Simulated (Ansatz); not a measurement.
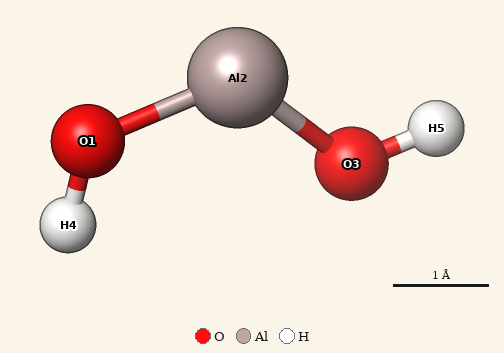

Figure 1. The structure as given in the input (ball-and-stick view, seen at an oblique angle; atoms are numbered from 1 in the order of the input). Sticks mark near contacts. Bond lengths as drawn: Al–O 1.72 to 1.73 Å and H–O 0.97 Å.

Nudged elastic band, with input and output: AlH2O2

- system: AlH2O2, multiplicity 2
- method: UKS PBE-D4/def2-SVP (Ansatz 0.2.0)

It belongs to a series of runs on one base structure; here: band between the two ends. Figures and captions count atoms from 1; the log counts them from 0 in places.

Input:
```yaml
crystal:
  periodic: [false, false, false]
  atoms:
    - { symbol: O, position_ang: [-1.604533, -0.339247, -0.231852] }
    - { symbol: Al, position_ang: [0.020247, -0.823063, 0.081734] }
    - { symbol: O, position_ang: [1.267056, 0.377109, 0.151805] }
    - { symbol: H, position_ang: [-1.818037, 0.60021, -0.371422] }
    - { symbol: H, position_ang: [2.185167, 0.111291, 0.328434] }
magnetization:
  spin_polarized: true
  initial_magnetization: 1
basis:
  gaussian: { orbitals: def2-SVP }
hamiltonian:
  xc: pbe
  dispersion: d4
neb:
  order_check: false
  images: 5
  f_tol: 0.05
  max_iterations: 60
  final_atoms:
    - { symbol: O, position_ang: [-1.00741813, -1.59732053, 0.00461112] }
    - { symbol: Al, position_ang: [-0.47650742, 0.06890404, -0.09638062] }
    - { symbol: O, position_ang: [1.18293291, 0.44411426, 0.12851847] }
    - { symbol: H, position_ang: [-1.52860841, 1.21494221, -0.39376291] }
    - { symbol: H, position_ang: [1.87950106, -0.20433999, 0.31571294] }
  initial_path:
    images:
      - { positions_ang: [[-1.604533, -0.339247, -0.231852], [0.020247, -0.823063, 0.081734], [1.267056, 0.377109, 0.151805], [-1.818037, 0.60021, -0.371422], [2.185167, 0.111291, 0.328434]] }
      - { positions_ang: [[-1.5796148, -0.44132399, 0.01150497], [-0.02606653, -0.66180553, -0.1202989], [1.35723168, 0.12424273, 0.16818322], [-1.73899515, 0.64398217, -0.47786687], [2.0373448, 0.26120462, 0.37717659]] }
      - { positions_ang: [[-1.55469659, -0.54340097, 0.25486194], [-0.07238006, -0.50054805, -0.3223318], [1.44740736, -0.12862354, 0.18456143], [-1.6599533, 0.68775434, -0.58431174], [1.88952259, 0.41111823, 0.42591917]] }
      - { positions_ang: [[-1.52977839, -0.64547796, 0.49821891], [-0.11869359, -0.33929058, -0.5243647], [1.53758304, -0.38148981, 0.20093965], [-1.58091145, 0.7315265, -0.69075661], [1.74170039, 0.56103185, 0.47466176]] }
      - { positions_ang: [[-1.35565831, -0.96275882, 0.33368298], [-0.23796487, -0.20322571, -0.38170334], [1.41936633, -0.10628845, 0.17679925], [-1.5634771, 0.89266507, -0.59175871], [1.78763394, 0.3059079, 0.42167882]] }
      - { positions_ang: [[-1.18153822, -1.28003967, 0.16914705], [-0.35723614, -0.06716084, -0.23904198], [1.30114962, 0.1689129, 0.15265886], [-1.54604276, 1.05380364, -0.49276081], [1.8335675, 0.05078396, 0.36869588]] }
      - { positions_ang: [[-1.00741813, -1.59732053, 0.00461112], [-0.47650742, 0.06890404, -0.09638062], [1.18293291, 0.44411426, 0.12851847], [-1.52860841, 1.21494221, -0.39376291], [1.87950106, -0.20433999, 0.31571294]] }
```

Run on 1 thread of Intel Xeon @ 2.70GHz, 189 GiB of memory available, shared host.

Run as:
```bash
ansatz run input.yaml --threads 1 --pin off --max-ram 2048MiB --backend cpu --events-out ev --progress --plain --runs-dir out
```

The program's output:
```
Engine: ansatz 0.2.0, x86_64-unknown-linux-gnu
Functional definition: PBE
  parameter kappa = 0.804
  parameter beta = 0.06672455060314922
  exchange = pbe_x(kappa = kappa, mu = beta*pi^2/3)
  correlation = pbe_c(beta = beta)
595 factors; their error is unknown
mean field evaluation 1: about -10699.1573 eV, gradient 5.9e1 eV
mean field evaluation 2: about -10604.3683 eV, gradient 1.4e2 eV
mean field evaluation 4: about -10711.5834 eV, gradient 5.1e0 eV
mean field evaluation 8: about -10711.6970 eV, gradient 6.3e-2 eV
mean field evaluation 16: about -10711.6970 eV, gradient 8.2e-6 eV
mean field -10711.69704879 eV, -393.6476058938 hartree, gradient 8.2e-6 eV, S^2 0.751759; 0 other end points of the search recorded, 0 dependent functions left out
the calculation of the forces begins
reference -10711.69708560 eV, -393.6476072469 hartree; 16, 15 occupied and 40, 41 virtual orbitals, 595 factors
595 factors; their error is unknown
mean field evaluation 32: about -10710.0433 eV, gradient 1.3e-4 eV
mean field evaluation 64: about -10709.8583 eV, gradient 4.9e0 eV
mean field -10710.04329436 eV, -393.5868315398 hartree, gradient 4.6e-6 eV, S^2 0.752946; 7 other end points of the search recorded, 0 dependent functions left out
[... from here on the field's lines of each further geometry are left out, up to the last ...]
NEB iter   1: max|band force component| = 7.989e1 eV/Å  barrier→ = 13.3509 eV  barrier← = 11.6907 eV  Δτ_max = 0.2000 Å  (455 SCF iters)
NEB iter   2: max|band force component| = 4.332e1 eV/Å  barrier→ = 7.9000 eV  barrier← = 6.2399 eV  Δτ_max = 0.2000 Å  (184 SCF iters)
NEB iter   3: max|band force component| = 2.256e1 eV/Å  barrier→ = 3.9335 eV  barrier← = 2.2734 eV  Δτ_max = 0.2000 Å  (184 SCF iters)
NEB iter   4: max|band force component| = 9.843e0 eV/Å  barrier→ = 2.4543 eV  barrier← = 0.7941 eV  Δτ_max = 0.1998 Å  (182 SCF iters)
NEB iter   5: max|band force component| = 3.482e0 eV/Å  barrier→ = 2.2058 eV  barrier← = 0.5456 eV  Δτ_max = 0.1997 Å  (181 SCF iters)
NEB iter   6: max|band force component| = 8.739e0 eV/Å  barrier→ = 2.2927 eV  barrier← = 0.6326 eV  Δτ_max = 0.1002 Å  (176 SCF iters)
NEB iter   7: max|band force component| = 1.399e0 eV/Å  barrier→ = 2.1224 eV  barrier← = 0.4622 eV  Δτ_max = 0.2000 Å  (172 SCF iters)
NEB iter   8: max|band force component| = 2.344e0 eV/Å  barrier→ = 2.0492 eV  barrier← = 0.3891 eV  Δτ_max = 0.1000 Å  (171 SCF iters)
NEB iter   9: max|band force component| = 1.032e0 eV/Å  barrier→ = 2.0060 eV  barrier← = 0.3459 eV  Δτ_max = 0.1959 Å  (164 SCF iters)
NEB iter  10: max|band force component| = 8.553e-1 eV/Å  barrier→ = 1.9194 eV  barrier← = 0.2593 eV  Δτ_max = 0.1999 Å  (173 SCF iters)
NEB iter  11: max|band force component| = 1.479e0 eV/Å  barrier→ = 2.0226 eV  barrier← = 0.3624 eV  CI = image 3  Δτ_max = 0.2000 Å  (177 SCF iters)
NEB iter  12: max|band force component| = 2.989e0 eV/Å  barrier→ = 2.2972 eV  barrier← = 0.6370 eV  CI = image 3  Δτ_max = 0.1010 Å  (179 SCF iters)
NEB iter  13: max|band force component| = 5.786e-1 eV/Å  barrier→ = 2.2347 eV  barrier← = 0.5746 eV  CI = image 3  Δτ_max = 0.0970 Å  (177 SCF iters)
NEB iter  14: max|band force component| = 4.450e-1 eV/Å  barrier→ = 2.1844 eV  barrier← = 0.5243 eV  CI = image 3  Δτ_max = 0.2000 Å  (169 SCF iters)
NEB iter  15: max|band force component| = 4.037e-1 eV/Å  barrier→ = 2.1854 eV  barrier← = 0.5252 eV  CI = image 3  Δτ_max = 0.1854 Å  (162 SCF iters)
NEB iter  16: max|band force component| = 3.484e-1 eV/Å  barrier→ = 2.1831 eV  barrier← = 0.5229 eV  CI = image 3  Δτ_max = 0.0928 Å  (168 SCF iters)
NEB iter  17: max|band force component| = 2.036e-1 eV/Å  barrier→ = 2.1819 eV  barrier← = 0.5218 eV  CI = image 3  Δτ_max = 0.0919 Å  (158 SCF iters)
NEB iter  18: max|band force component| = 2.162e-1 eV/Å  barrier→ = 2.1815 eV  barrier← = 0.5213 eV  CI = image 3  Δτ_max = 0.0920 Å  (160 SCF iters)
NEB iter  19: max|band force component| = 1.087e-1 eV/Å  barrier→ = 2.1813 eV  barrier← = 0.5212 eV  CI = image 3  Δτ_max = 0.0894 Å  (151 SCF iters)
NEB iter  20: max|band force component| = 5.133e-2 eV/Å  barrier→ = 2.1813 eV  barrier← = 0.5212 eV  CI = image 3  Δτ_max = 0.1797 Å  (156 SCF iters)
NEB iter  21: max|band force component| = 6.890e-1 eV/Å  barrier→ = 2.1813 eV  barrier← = 0.5211 eV  CI = image 3  Δτ_max = 0.0942 Å  (149 SCF iters)
NEB iter  22: max|band force component| = 3.077e-1 eV/Å  barrier→ = 2.1813 eV  barrier← = 0.5211 eV  CI = image 3  Δτ_max = 0.1951 Å  (143 SCF iters)
NEB iter  23: max|band force component| = 9.795e-1 eV/Å  barrier→ = 2.1813 eV  barrier← = 0.5211 eV  CI = image 3  Δτ_max = 0.0990 Å  (150 SCF iters)
NEB iter  24: max|band force component| = 3.403e-1 eV/Å  barrier→ = 2.1813 eV  barrier← = 0.5211 eV  CI = image 3  Δτ_max = 0.1352 Å  (141 SCF iters)
NEB iter  25: max|band force component| = 7.607e-2 eV/Å  barrier→ = 2.1813 eV  barrier← = 0.5211 eV  CI = image 3  Δτ_max = 0.0128 Å  (146 SCF iters)
the calculation of the forces begins
reference -10709.92214957 eV, -393.5823795509 hartree; 16, 15 occupied and 40, 41 virtual orbitals, 595 factors
595 factors; their error is unknown
mean field evaluation 1248: about -10708.9850 eV, gradient 9.3e0 eV
mean field -10709.52450980 eV, -393.5677665585 hartree, gradient 1.2e-5 eV, S^2 0.752480; 1 other end points of the search recorded, 0 dependent functions left out
the calculation of the forces begins
reference -10709.52454749 eV, -393.5677679437 hartree; 16, 15 occupied and 40, 41 virtual orbitals, 595 factors
NEB iter  26: max|band force component| = 9.423e-3 eV/Å  barrier→ = 2.1813 eV  barrier← = 0.5211 eV  CI = image 3  Δτ_max = 0.0000 Å  (408 SCF iters)
```

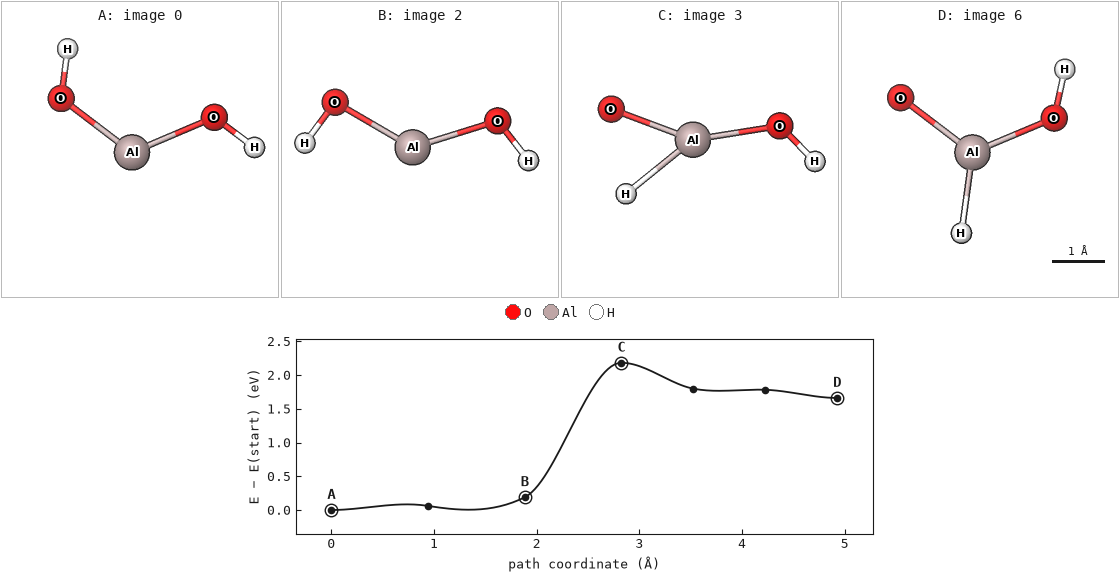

Figure 2. Images of the last band (counted from 0; ball-and-stick, seen at a tilt) above the energy along the path; the line is a cubic interpolation that uses the forces. The highest image is number 3, 2.181 eV above the start and 0.521 eV above the end (the climbing image); the end lies 1.660 eV above the start. The path is 4.93 Å long. The band converged in 26 iterations.

```
Total energy: -10709.58131998 eV, -393.5698542941 hartree
Atom 0 at    -1.730887    -0.887898    -0.090207 Å, force    -0.000020     0.000028     0.000057 eV/Å
Atom 1 at    -0.213431    -0.156477    -0.012306 Å, force    -0.000105     0.000026    -0.000091 eV/Å
Atom 2 at     1.462736    -0.255339     0.266788 Å, force     0.000186    -0.000226     0.000008 eV/Å
Atom 3 at    -1.556758     0.742613    -0.410398 Å, force     0.000027     0.000003    -0.000010 eV/Å
Atom 4 at     2.088241     0.483401     0.204822 Å, force    -0.000088     0.000169     0.000036 eV/Å
Dipole moment:     0.635518     0.436643     0.004556 e Å
this run last wrote the band of iteration 26 to [file]
```

The last band as extended XYZ (Å, eV, eV/Å):
```
5
Properties=species:S:1:pos:R:3:forces:R:3 image=0 energy=-10711.76257
O    -1.6045   -0.3392   -0.2319    0.0060  -0.0067   0.0004
Al    0.0202   -0.8231    0.0817   -0.0044   0.0063  -0.0004
O     1.2671    0.3771    0.1518    0.0038  -0.0020   0.0005
H    -1.8180    0.6002   -0.3714   -0.0041   0.0033  -0.0002
H     2.1852    0.1113    0.3284   -0.0013  -0.0009  -0.0002
5
Properties=species:S:1:pos:R:3:forces:R:3 image=1 energy=-10711.70172
O    -1.4287   -0.0300    0.0239   -0.0880   0.0967   0.0513
Al    0.1225   -0.3724   -0.6250   -0.0464   0.1074   0.1545
O     1.3688    0.2212    0.4072    0.0447  -0.0346   0.0882
H    -2.3002    0.1821   -0.3394    0.1087  -0.1332  -0.1319
H     2.2876   -0.0746    0.4919   -0.0189  -0.0363  -0.1621
5
Properties=species:S:1:pos:R:3:forces:R:3 image=2 energy=-10711.57327
O    -1.5794   -0.5438   -0.1786    0.1271   0.3297  -0.0398
Al   -0.0312    0.2306   -0.0400    0.1643   0.3545  -0.0194
O     1.5449   -0.3798    0.2936    0.0731  -0.1199   0.0260
H    -2.0832    0.2746   -0.3972   -0.4721  -0.4218  -0.0078
H     2.1987    0.3447    0.2809    0.1075  -0.1425   0.0410
5
Properties=species:S:1:pos:R:3:forces:R:3 image=3 energy=-10709.58128
O    -1.7309   -0.8879   -0.0902    0.0000   0.0000   0.0001
Al   -0.2134   -0.1565   -0.0123   -0.0001   0.0000  -0.0001
O     1.4627   -0.2553    0.2668    0.0002  -0.0002   0.0000
H    -1.5568    0.7426   -0.4104    0.0000   0.0000   0.0000
H     2.0882    0.4834    0.2048   -0.0001   0.0002   0.0000
5
Properties=species:S:1:pos:R:3:forces:R:3 image=4 energy=-10709.96454
O    -1.5632   -1.3319    0.1742    0.0908  -0.2389   0.0958
Al   -0.3587   -0.1095   -0.0371   -0.0972   0.0253  -0.0245
O     1.3203   -0.1892    0.2694   -0.0865   0.0000  -0.0154
H    -1.3222    1.0424   -0.5850    0.1509   0.2283  -0.0520
H     1.9737    0.5145    0.1372   -0.0579  -0.0147  -0.0038
5
Properties=species:S:1:pos:R:3:forces:R:3 image=5 energy=-10709.98103
O    -1.3003   -1.5224    0.1776    0.0223  -0.0222   0.0183
Al   -0.4580   -0.0160   -0.1168   -0.0180   0.0151  -0.0039
O     1.2363    0.0316   -0.0861   -0.0007   0.0160  -0.0431
H    -1.4066    1.1957   -0.5078   -0.0066   0.0192  -0.0087
H     1.9785    0.2373    0.4919    0.0031  -0.0281   0.0374
5
Properties=species:S:1:pos:R:3:forces:R:3 image=6 energy=-10710.10243
O    -1.0074   -1.5973    0.0046    0.0043   0.0083  -0.0001
Al   -0.4765    0.0689   -0.0964    0.0122  -0.0048   0.0026
O     1.1829    0.4441    0.1285   -0.0194  -0.0009  -0.0019
H    -1.5286    1.2149   -0.3938    0.0011   0.0005  -0.0003
H     1.8795   -0.2043    0.3157    0.0019  -0.0030  -0.0003
```

Results in brief:

- outcome: converged
- barrier, forward: 2.181 eV
- barrier, backward: 0.521 eV
- wall time: 4 min
- peak memory: 0.13 GiB

The order of the saddle point was not checked.
